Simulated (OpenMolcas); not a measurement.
**doublet C2H5FOSi+ at 5 levels**

Aim: a comparison of 5 runs (UB3LYP/6-31G*, UBHLYP/def2-SVP, UM06-L/def2-SVP, UPBE/def2-SVP, ROMP2/def2-SVP) of doublet C2H5FOSi+. 

The calculation is run with OpenMolcas 26.06.

**1. The structure to begin with**

C2H5FOSi+ has 10 atoms, charge +1, and is taken as a doublet. SMILES of the parent species: `FC1CO[SiH2]1`. The coordinates come from a PBE0-D4/def2-TZVP relaxation. That shape belongs to the parent species and isn't relaxed for this state.

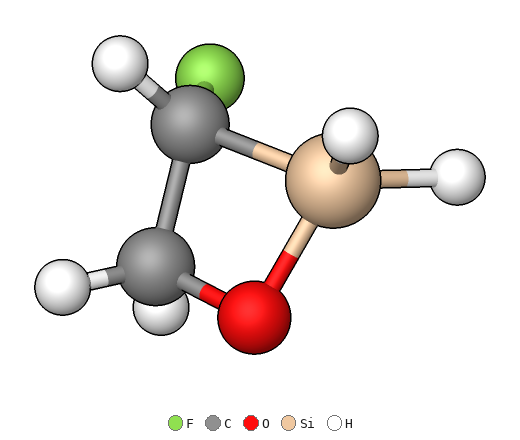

Viewed from a chosen angle; fluorine green, carbon grey, oxygen red, silicon light orange, hydrogen white.

**2. The energy at UB3LYP/6-31G(d) (Cartesian functions) (run 1)**

job.inp reads:

```
* C2H5FOSi Kohn-Sham DFT
&GATEWAY
BasLib=$CurrDir
Coord
10
angstrom
F       -1.820400      -0.327800      -0.810900
C       -0.876100      -0.083100       0.166900
C        0.290700      -1.089800       0.153300
O        1.429900      -0.216400      -0.011900
Si       0.510300       1.162100      -0.206800
H       -1.390500      -0.023800       1.127800
H        0.197300      -1.773400      -0.695500
H        0.400800      -1.665100       1.076000
H        0.820800       2.228700       0.780400
H        0.520200       1.737300      -1.576300
Basis=6-31Gs
Group=NoSym
&SEWARD
GridInput
Grid=UltraFine
End of Grid
&SCF
UHF
Charge=1
Spin=2
KSDFT=B3LYP
Thresholds=1e-10 1e-07 1e-07 1e-05
PrOrbitals=1 2
```

The basis set 6-31G* is read from a file made from the Basis Set Exchange's data (not shown).

Started as:

```console
$ export MOLCAS_MEM=1860
$ pymolcas job.inp > job.log
```

Output:

```text
--- Start Module: gateway ---
[...]
--- Stop Module: gateway /rc=_RC_ALL_IS_WELL_ ---
--- Start Module: seward ---
[...]
      Basis functions           89
--- Stop Module: seward /rc=_RC_ALL_IS_WELL_ ---
[...]
--- Start Module: scf ---
[...]
       Convergence after  28 Iterations
[...]
::    Total KS-DFT energy                            -543.3907564821
[...]
      Total spin, S                                     0.5026622222
[...]
      Total electronic charge=   47.000000
      Total            charge=    1.000000
[...]
      Dipole Moment (debye):
      Origin of the operator (angstrom)=   -0.0425    0.1006   -0.1828
                   X=  3.3171E-01               Y=  4.6409E-01               Z=  1.3524E+00           Total=  1.4678E+00
      Center of Charge (angstrom)
[...]
--- Stop Module: scf /rc=_RC_ALL_IS_WELL_ ---
[...]
```

Run time: 1.9 min. Hardware: 1 thread of Intel Xeon Platinum 8259CL at 2.50GHz (Skylake/Cascade Lake), shared host; peak memory 0.49 GiB.

**3. A single-point energy at UBHLYP/def2-SVP (run 2)**

job.input reads:

```
&GATEWAY
  BasLib = $CurrDir
  Coord
  10
  angstrom
  F       -1.820400      -0.327800      -0.810900
  C       -0.876100      -0.083100       0.166900
  C        0.290700      -1.089800       0.153300
  O        1.429900      -0.216400      -0.011900
  Si       0.510300       1.162100      -0.206800
  H       -1.390500      -0.023800       1.127800
  H        0.197300      -1.773400      -0.695500
  H        0.400800      -1.665100       1.076000
  H        0.820800       2.228700       0.780400
  H        0.520200       1.737300      -1.576300
  Basis = def2-SVP
  Group = NoSym

&SEWARD
  GridInput
  Grid=UltraFine
  End of Grid

&SCF
  UHF
  Charge = 1
  Spin = 2
  KSDFT = HYB_GGA_XC_BHANDHLYP
  Thresholds = 1e-10 1e-07 1e-07 1e-05
  PrOrbitals = 1 1
```

The basis set def2-SVP is read from a file made from the Basis Set Exchange's data (not shown).

Started as:

```console
$ export MOLCAS_MEM=1860
$ pymolcas job.input > job.log
```

Output:

```text
--- Start Module: gateway ---
[...]
--- Stop Module: gateway /rc=_RC_ALL_IS_WELL_ ---
--- Start Module: seward ---
[...]
      Basis functions           99
--- Stop Module: seward /rc=_RC_ALL_IS_WELL_ ---
[...]
--- Start Module: scf ---
[...]
       Convergence after  37 Iterations
[...]
::    Total KS-DFT energy                            -542.9648880111
[...]
      Total spin, S                                     0.5057268261
[...]
      Total electronic charge=   47.000000
      Total            charge=    1.000000
[...]
      Dipole Moment (debye):
      Origin of the operator (angstrom)=   -0.0425    0.1006   -0.1828
                   X=  2.5780E+00               Y=  3.8876E-01               Z=  1.6256E+00           Total=  3.0724E+00
      Center of Charge (angstrom)
[...]
--- Stop Module: scf /rc=_RC_ALL_IS_WELL_ ---
[...]
```

Wall time 2.6 min (1 thread of Intel Xeon Platinum 8259CL at 2.50GHz (Skylake/Cascade Lake), shared host); peak memory 0.55 GiB.

Runs 3 to 4 aren't shown in full; the table further down has their settings and results.

**4. The energy at ROMP2/def2-SVP (run 5)**

mol.xyz reads:

```xyz
10

F     -1.820400    -0.327800    -0.810900
C     -0.876100    -0.083100     0.166900
C      0.290700    -1.089800     0.153300
O      1.429900    -0.216400    -0.011900
Si     0.510300     1.162100    -0.206800
H     -1.390500    -0.023800     1.127800
H      0.197300    -1.773400    -0.695500
H      0.400800    -1.665100     1.076000
H      0.820800     2.228700     0.780400
H      0.520200     1.737300    -1.576300
```

run.inp reads:

```
* C2H5FOSi ROMP2
>>> EXPORT MOLCAS_PRINT=2
&GATEWAY
BasLib
$CurrDir
Coord
mol.xyz
Basis
def2-SVP
Group
NoSym
&SEWARD
&SCF
UHF
Charge
1
Spin
2
Thresholds
1e-10 1e-07 1e-07 1e-05
PrOrbitals
1 1
&RASSCF
FileOrb
$Project.UnaOrb
Spin
2
Nactel
1 0 0
Inactive
23
Ras2
1
OutOrbitals
Canonical
OrbListing
Nothing
&CASPT2
IPEA
0.0
Frozen
9
```

The basis set def2-SVP is read from a file made from the Basis Set Exchange's data (not shown).

Started as:

```console
$ export MOLCAS_MEM=1860
$ pymolcas run.inp > run.log
```

Output:

```text
--- Start Module: gateway ---
[...]
--- Stop Module: gateway /rc=_RC_ALL_IS_WELL_ ---
[...]
      Basis functions           99
[...]
       Convergence after  39 Iterations
[...]
::    Total SCF energy                               -541.2172289678
[...]
      Total spin, S                                     0.5065860691
[...]
--- Start Module: rasscf ---
[...]
      Number of active orbitals                  1
[...]
      Spin quantum number                      0.5
[...]
      Active orbitals                            1
[...]
      Number of CSFs                             1
[...]
      Number of root(s) required                 1
[...]
      Convergence after  9 iterations
[...]
      printout of CI-coefficients larger than  0.05 for root  1
      energy=    -541.211405
      conf/sym  1     Coeff  Weight
             1  u   1.00000 1.00000
      Natural orbitals and occupation numbers for root  1
      sym 1:   1.000000
      ************************************************************************************************************************
      *                                                    Final results                                                     *
[...]
::    RASSCF root number  1 Total energy:   -541.21140537
[...]
      Total electronic charge=   47.000000
      Total            charge=    1.000000
[...]
      Dipole Moment (debye):
      Origin of the operator (angstrom)=   -0.0425    0.1006   -0.1828
                   X=  3.3244E+00               Y=  5.8925E-02               Z=  1.9425E+00           Total=  3.8507E+00
      Center of Charge (angstrom)
[...]
--- Stop Module: rasscf /rc=_RC_ALL_IS_WELL_ ---
[...]
--- Start Module: caspt2 ---
[...]
 ###    WARNING: User changed nr of frozen orbitals.                         ###
 ###############################################################################
[...]
      E2 (Variational):          -0.6951542375
      Total energy:            -541.9065596110
[...]
      Reference weight:           0.82697
[...]
::    CASPT2 Root  1     Total energy:   -541.90655961
[...]
--- Stop Module: caspt2 /rc=_RC_ALL_IS_WELL_ ---
[...]
```

It took 37 s on 1 thread of Intel Xeon Platinum 8259CL at 2.50GHz (Skylake/Cascade Lake), shared host; peak memory 0.55 GiB.

**5. The series**

```csv
run,level,Cartesian functions,integration grid,energy (Eh),HOMO energy (eV),LUMO energy (eV),⟨S²⟩,wall time
1,UB3LYP/6-31G* (Cartesian functions),yes,UltraFine,-543.390756,-14.00,-12.51,0.755,1.9 min
2,UBHLYP/def2-SVP,no,UltraFine,-542.964888,-15.37,-11.50,0.761,2.6 min
3,UM06-L/def2-SVP,no,UltraFine,-543.074951,-13.40,-13.13,0.754,3.6 min
4,UPBE/def2-SVP,no,UltraFine,-542.689711,-13.13,-12.94,0.752,2.2 min
5,ROMP2/def2-SVP,no,–,-541.906560,–,–,–,37 s
```

**6. Summary of results**

| quantity | value |
| --- | --- |
| run 5: total energy | -541.90656 Eh |

Totals of different functionals can't be ranked against each other. All runs together took 11 min, the longest 3.6 min.
